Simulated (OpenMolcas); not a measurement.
Multiconfigurational calculation: Dy²⁺ complex (part 2 of 2)

The same run, continued: Dy²⁺ with 6 ligands (F; octahedron, 2.3 Å), embedded in KCdF3 by model potentials and point charges, whose field is part of the energies. Method: state-averaged CASSCF, active space 10 electrons in the shell 4f, basis ANO-RCC-VDZP on the metal and ANO-RCC-VDZP on the ligands, DKH2 scalar Hamiltonian, spin-orbit coupling by RASSI with atomic mean-field integrals (OpenMolcas).

**Log (extracts), continued**
```
--- RASSI ---
SPIN-FREE ENERGIES:
  (Shifted by EMIN (a.u.) =     -12745.5675368642)

 SF State       Relative EMIN(au)   Rel lowest level(eV)    D:o, cm**(-1)

     1             0.0000000000        0.0000000000              0.0000
     2             0.0004546351        0.0123712517             99.7809
     3             0.0004546351        0.0123712517             99.7809
     4             0.0004546351        0.0123712517             99.7809
     5             0.0007830687        0.0213083857            171.8637
     6             0.0007830687        0.0213083857            171.8637
     7             0.0018127778        0.0493281977            397.8587
     8             0.0018127778        0.0493281977            397.8587
     9             0.0018127778        0.0493281977            397.8587
    10             0.0019512074        0.0530950591            428.2405
    11             0.0019924962        0.0542185833            437.3024
    12             0.0019924962        0.0542185833            437.3024
    13             0.0019924962        0.0542185833            437.3024
    14             0.0751751882        2.0456210816          16499.0467
    15             0.0751751882        2.0456210816          16499.0467
    16             0.0751751882        2.0456210816          16499.0467
    17             0.0757378778        2.0609326471          16622.5428
    18             0.0760412742        2.0691884835          16689.1306
    19             0.0760412742        2.0691884835          16689.1306
    20             0.0760412742        2.0691884835          16689.1306
    21             0.0765977914        2.0843320886          16811.2720
    34             0.0893471271        2.4312591844          19609.4278
    35             0.0893471271        2.4312591844          19609.4278
    36             0.0893471271        2.4312591844          19609.4278
    37             0.0893719098        2.4319335584          19614.8670
    38             0.0893719098        2.4319335584          19614.8670
    39             0.0893719098        2.4319335584          19614.8670
    40             0.0897106735        2.4411517865          19689.2170
    41             0.0897487066        2.4421867205          19697.5643
    42             0.0897487066        2.4421867205          19697.5643
    43             0.0897487066        2.4421867205          19697.5643
    44             0.0897725403        2.4428352687          19702.7952
    45             0.0897725403        2.4428352687          19702.7952
    46             0.0898502855        2.4449508239          19719.8583
    47             0.0898502855        2.4449508239          19719.8583
    48             0.0898502855        2.4449508239          19719.8583
    49             0.1137913472        3.0964202990          24974.3140
    50             0.1137913472        3.0964202990          24974.3140
    51             0.1137913472        3.0964202990          24974.3140
    52             0.1138352120        3.0976139223          24983.9412
Eigenvalues of complex Hamiltonian:
   -----------------------------------
  (Shifted by EMIN (a.u.) =     -12745.5675368642)

 SO State       Relative EMIN(au)   Rel lowest level(eV)    D:o, cm**(-1)

     1            -0.0294253801        0.0000000005              0.0000
     2            -0.0294253801        0.0000000000              0.0000
     3            -0.0293716949        0.0014608495             11.7825
     4            -0.0293716949        0.0014608494             11.7825
     5            -0.0293716949        0.0014608490             11.7825
     6            -0.0292127692        0.0057854366             46.6627
     7            -0.0284744277        0.0258767332            208.7099
     8            -0.0284744277        0.0258767332            208.7099
     9            -0.0284744277        0.0258767339            208.7099
    10            -0.0282731754        0.0313530881            252.8797
    11            -0.0282731754        0.0313530877            252.8797
    12            -0.0282731754        0.0313530879            252.8797
    13            -0.0281222296        0.0354605329            286.0085
    14            -0.0281222296        0.0354605326            286.0085
    15            -0.0281154188        0.0356458632            287.5033
    16            -0.0281154188        0.0356458633            287.5033
    17            -0.0281154188        0.0356458632            287.5033
    18            -0.0097787325        0.5346125172           4311.9407
    19            -0.0097787325        0.5346125169           4311.9407
    20            -0.0097787325        0.5346125167           4311.9407
    21            -0.0097712872        0.5348151143           4313.5748
    22            -0.0097712872        0.5348151141           4313.5748
    23            -0.0097712871        0.5348151147           4313.5748
    24            -0.0093331524        0.5467373698           4409.7343
    25            -0.0092795897        0.5481948834           4421.4899
    26            -0.0092795897        0.5481948833           4421.4899
    27            -0.0092795897        0.5481948834           4421.4899
    28            -0.0092408717        0.5492484542           4429.9875
    29            -0.0092408717        0.5492484543           4429.9875
    30            -0.0090983688        0.5531261548           4461.2633
    31            -0.0090983688        0.5531261555           4461.2633
    32            -0.0090983688        0.5531261553           4461.2633
    33             0.0045450228        0.9243817531           7455.6416
    34             0.0045450228        0.9243817537           7455.6416
    35             0.0045785986        0.9252953979           7463.0107
    36             0.0045785986        0.9252953975           7463.0107
    37             0.0045785986        0.9252953978           7463.0107
    38             0.0047702544        0.9305106181           7505.0743
    39             0.0048960362        0.9339333146           7532.6802
    40             0.0048960362        0.9339333146           7532.6802
    41             0.0048960362        0.9339333143           7532.6802
Weights of the five most important spin-orbit-free states for each spin-orbit state.

 SO State  Total energy (au)           Spin-free states, spin, and weights
 -------------------------------------------------------------------------------------------------------
    1        -0.029425       4 2.0  0.2883    1 2.0  0.2557    3 2.0  0.1650    5 2.0  0.1035    6 2.0  0.1035
    2        -0.029425       2 2.0  0.2962    1 2.0  0.2557    3 2.0  0.1493    5 2.0  0.1035    6 2.0  0.1035
    3        -0.029372       4 2.0  0.4421    6 2.0  0.2501    1 2.0  0.2031    5 2.0  0.0144    3 2.0  0.0135
    4        -0.029372       3 2.0  0.4392    1 2.0  0.2031    5 2.0  0.1406    6 2.0  0.1239    4 2.0  0.0135
    5        -0.029372       2 2.0  0.4490    5 2.0  0.2418    1 2.0  0.2031    6 2.0  0.0228   39 1.0  0.0124
    6        -0.029213       6 2.0  0.2402    5 2.0  0.2402    4 2.0  0.1496    3 2.0  0.1496    2 2.0  0.1496
    7        -0.028474       8 2.0  0.1415   12 2.0  0.1191    7 2.0  0.1106   11 2.0  0.0982    4 2.0  0.0872
    8        -0.028474       7 2.0  0.1410   11 2.0  0.1190    8 2.0  0.1113   12 2.0  0.0987    4 2.0  0.0868
    9        -0.028474       9 2.0  0.1871   13 2.0  0.1360    6 2.0  0.0928    2 2.0  0.0879    3 2.0  0.0861
   10        -0.028273      12 2.0  0.2224    9 2.0  0.1508    7 2.0  0.1506   11 2.0  0.1018   10 2.0  0.0753
   11        -0.028273      13 2.0  0.2845    7 2.0  0.1528    8 2.0  0.1507   10 2.0  0.0753    5 2.0  0.0601
   12        -0.028273      11 2.0  0.2203    9 2.0  0.1527    8 2.0  0.1507   12 2.0  0.0988   10 2.0  0.0753
```

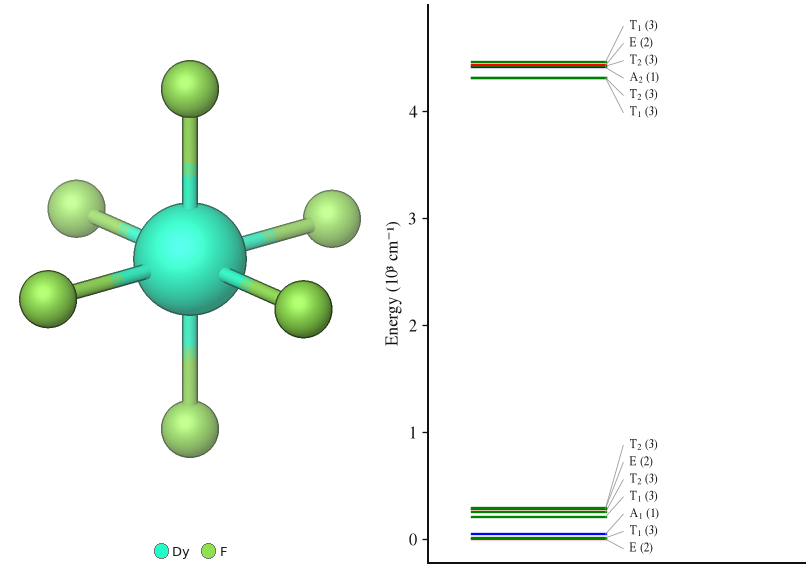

Fig. 1: Dy²⁺ (4f¹⁰) as a dopant in KCdF₃, a cluster with its 6 nearest F⁻ at 2.300 Å (octahedron) embedded in model potentials and point charges; the geometry was set, not optimised, and its levels. Labels give the representation in O, Td, D4 or D3 as the site allows (double group for half-integer spin) where it could be assigned and, in brackets, the degeneracy; spin-free states, where drawn, share the zero of the spin-orbit levels. The ground level is E, doubly degenerate, 95 % from states of spin multiplicity 5 (of the 210 states of multiplicity 3, 106 enter the spin-orbit step), effective J = 8.01, with |mJ| = 2 the largest share (50 %). Its principal g values are all close to zero. The next level lies at 12 cm⁻¹ (T₁). The lowest J multiplet spreads over 288 cm⁻¹. The active orbitals hold 100 % metal character (Löwdin), and the Mulliken charge of the metal is +1.64.

**Results in brief**

- outcome: converged
- energy of the lowest spin-free term: −12745.56754 hartree
- energy of the lowest spin-orbit level: −12745.59696 hartree
- largest spread among components of a term: 0.0 cm⁻¹
- wall time: 1.9 min
- peak memory: 0.6 GiB

**Remarks**

Without dynamic correlation the splittings between terms come out too large, often by 20 to 50 %. Limits: high states of lower spin left out of the spin-orbit mixing; the geometry is set by hand, with no relaxation; spin-free states above about 43,000 cm⁻¹ are left out of the spin-orbit step.
